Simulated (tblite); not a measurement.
**C4H10Ge2N2: frequency calculation**

The run: frequency calculation of C4H10Ge2N2, SMILES C=[CH][GeH2][NH][GeH2][CH2]C#N. Method and program: GFN2-xTB harmonic vibrations, gas phase (tblite 0.8.0).

It belongs to a series of runs on one base structure; here: H on Ge replaced by CH2CN.

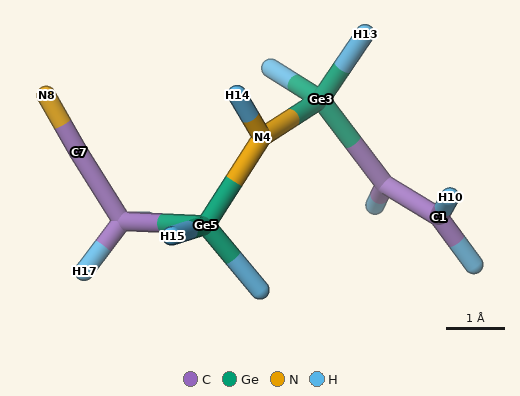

**Figure 1.** The structure as given in the input (stick view, seen on its broad side; atoms are numbered from 1 in the order of the input). Sticks mark near contacts.

## Key numbers

| quantity | value |
| --- | --- |
| outcome | converged |
| total energy | −633.2711 eV |
| zero-point energy | 74.7890 kcal/mol |
| hardware | 1 CPU thread, shared host |
| wall time | 0.82 s |
| peak memory | 0.18 GiB |

## The input
```
{"job": {"kind": "ir", "xc": "GFN2-xTB", "basis": "xTB"}, "charge": 0, "multiplicity": 1}
C     -3.058909     0.140203    -0.582310
C     -2.025735    -0.654202    -0.809897
Ge    -0.942225    -1.410587     0.626149
N     -0.120114    -0.008313     1.481034
Ge     0.800303     1.311690     0.651597
C      2.404419     0.624217    -0.348918
C      3.171938    -0.194310     0.531503
N      3.740854    -0.850084     1.277697
H     -3.650346     0.573239    -1.375751
H     -3.355420     0.392838     0.424140
H     -1.754456    -0.895730    -1.830832
H      0.060611    -2.399788     0.065338
H     -1.737426    -2.079896     1.715657
H      0.273037    -0.272601     2.373522
H      1.222462     2.281767     1.721825
H     -0.129344     1.960294    -0.336253
H      3.012376     1.457088    -0.703413
H      2.079215     0.030491    -1.206045
```

The first line tells a small driver script what to run in tblite; the rest is the geometry in Å.

Launch command:
```bash
OMP_NUM_THREADS=1 python <driver script> task.json out
```

## What the program printed
```
mode    cm-1     km/mol
  1     -56.1      0.11
  2       8.2      1.39
  3      23.4      3.09
  4      59.9      3.79
  5      73.0      2.17
  6     111.3      2.62
  7     161.7      2.05
  8     188.8      9.18
  9     250.4      3.15
 10     366.3      6.98
 11     379.9     57.14
 12     392.8      3.12
 13     429.5     10.13
 14     443.5     88.13
 15     478.7     56.38
 16     515.4     26.97
 17     566.3      7.62
 18     585.4     32.19
 19     615.9     83.11
 20     633.8    214.58
 21     671.0    280.25
 22     691.2    311.07
 23     740.2    198.13
 24     756.1     65.45
 25     793.5    165.86
 26     822.2    142.12
 27     918.9     14.84
 28     993.8      6.17
 29    1006.3      8.70
 30    1021.1     21.44
 31    1054.2      0.82
 32    1100.6    100.91
 33    1124.2     91.81
 34    1251.1      2.19
 35    1386.0      8.64
 36    1398.7      2.49
 37    1655.0      6.32
 38    1865.7    320.34
 39    1936.0    294.19
 40    1963.8    468.36
 41    2003.0    503.19
 42    2392.1    291.89
 43    2947.9     16.58
 44    2968.8      8.99
 45    3014.6     35.64
 46    3063.2     31.03
 47    3089.2     37.06
 48    3403.5      0.73
```

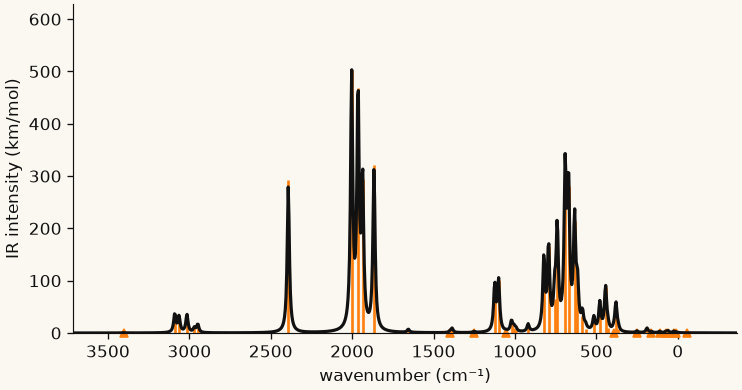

**Figure 2.** Harmonic infrared spectrum, unscaled: sticks (degenerate modes added up, dark ones marked on the axis) with a Lorentzian envelope of 16 cm⁻¹ full width, scaled to the tallest stick; imaginary modes are drawn at negative wavenumbers. 48 modes from 56i to 3404 cm⁻¹, 1 imaginary beyond 8i (56i cm⁻¹): not a clean minimum; so soft a mode can be a shallow saddle, an incomplete relaxation or noise of the force constants. The strongest line is at 2003 cm⁻¹ (503 km/mol).
